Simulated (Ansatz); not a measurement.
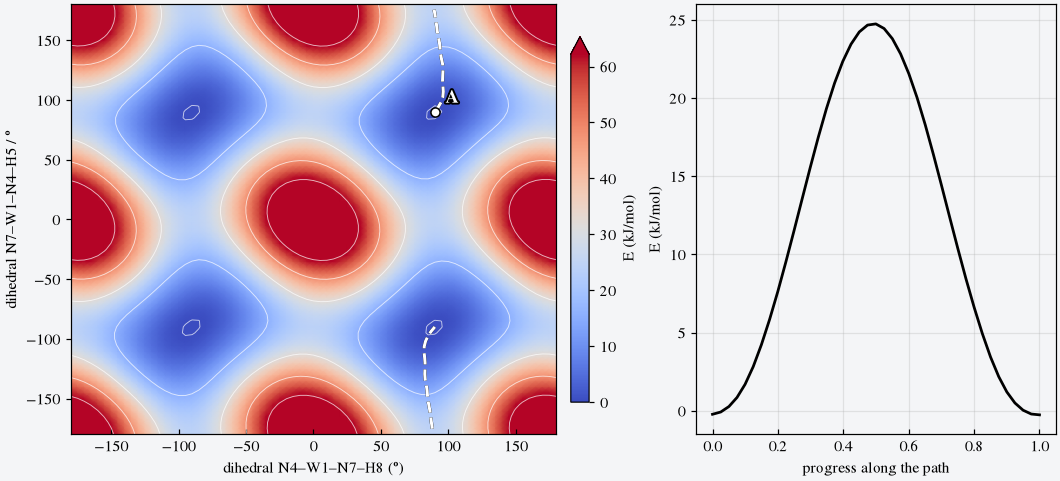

WS2(NH2)2. The first coordinate is: dihedral N4–W1–N7–H8; the second: dihedral N7–W1–N4–H5. Nothing is relaxed (all other coordinates rigid). Grid: 15 × 15 points; 120 points were computed and 105 follow by symmetry. Energies: kJ/mol, counted from the lowest grid point. All numbers below come from RKS BHLYP-D4/def2-SVP (Ansatz 0.2.0).

The picture shows a smooth colour map with a few white contour lines, a line along the lowest path, one colour for all values above the top of the scale, the energy along the path at the right, the start A. Between grid points the surface is interpolated.

> Describe the path and its barrier.

The easiest path leads from the well at about dihedral N4–W1–N7–H8 = 90°, dihedral N7–W1–N4–H5 = 90° to a well of about the same depth at about dihedral N4–W1–N7–H8 = 90°, dihedral N7–W1–N4–H5 = −90°. Its highest point lies about 25 kJ/mol above the bottom of the first well on the interpolated surface, at about dihedral N4–W1–N7–H8 = 90°, dihedral N7–W1–N4–H5 = −180°. The start is the relaxed structure and all else is held, so a fully relaxed path at this level can only be lower.
